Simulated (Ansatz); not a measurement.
The calculation's input:

```
crystal:
  periodic: [false, false, false]
  atoms:
    - { symbol: Ga, position_ang: [0.0, 0.0, 0.0] }
    - { symbol: H, position_ang: [0.0, 0.0, 1.92] }
    - { symbol: H, position_ang: [1.3596, 0.0, -0.785] }
    - { symbol: H, position_ang: [-1.3596, 0.0, -0.785] }
    - { symbol: "N", position_ang: [0.0932, -2.1142, 0.7032] }
    - { symbol: H, position_ang: [-0.4251, -2.8722, 0.1737] }
    - { symbol: C, position_ang: [0.8735, -2.4567, 1.901] }
    - { symbol: H, position_ang: [1.0136, -3.5567, 1.95] }
    - { symbol: H, position_ang: [1.8649, -1.9598, 1.8519] }
    - { symbol: H, position_ang: [0.3321, -2.1124, 2.8068] }
    - { symbol: H, position_ang: [0.0454, -1.0306, 1.8459] }
basis:
  gaussian: { orbitals: def2-SVP }
hamiltonian:
  xc: pbe0
relax:
  f_tol: 0.15
  max_steps: 25
  restrain:
    - { distance: [0, 4], at: 3.13, k: 30.0 }
    - { distance: [10, 1], at: 1.86, k: 30.0 }
    - { distance: [0, 1], at: 1.57, k: 30.0 }
    - { distance: [10, 4], at: 1.06, k: 30.0 }
output:
  orbitals: {}
```

Launched as:

```sh
ansatz run input.yaml --threads 2 --pin off --max-ram 3072MiB --backend cpu --events-out ev --progress --plain --runs-dir out
```

The fields are those of the run's last geometry, not of the input's.

Not at a stationary point (largest force 1.0 eV/Å).

Method: RKS PBE0/def2-SVP (Ansatz).

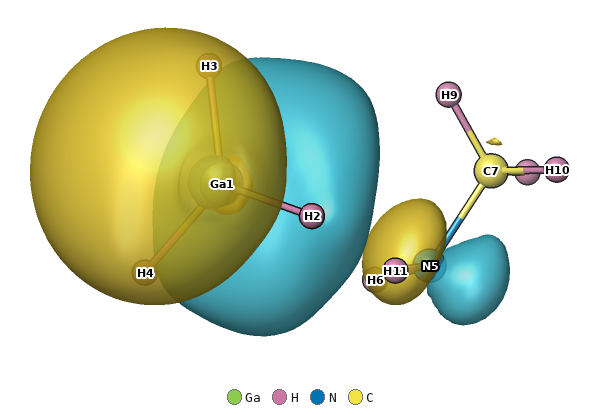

GaH3···CH5N. The LUMO at ±0.08 Å⁻³ᐟ² (yellow and cyan are the two phases), seen at a tilt.

### What is the character of this orbital?

It lies mainly on Ga1 (about 75 %). Its energy is −1.61 eV.
